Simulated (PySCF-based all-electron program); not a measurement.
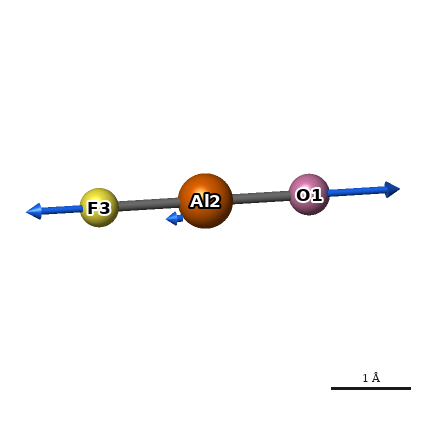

Arrows show the forces on the atoms, 0.05 Å of arrow for 1 eV/Å; forces under a tenth of the largest aren't drawn. Level of theory: PBE, all-electron, scalar-relativistic (spin-free Dirac), large uncontracted Gaussian sets (PySCF-based all-electron program).

**On which atom is the force largest, and how large is it?**

On O1: 19.35 eV/Å.

**Along which bond is the force strongest?**

O1–Al2, now 1.371 Å: the forces push its atoms apart, so a first step downhill lengthens it.

List the force components in the frame of the picture (x right, y up, z towards the viewer), in eV/Å.

```tsv
atom	Fx	Fy	Fz
O1	18.70	1.16	−4.84
Al2	−4.28	−0.27	1.11
F3	−14.42	−0.90	3.74
```
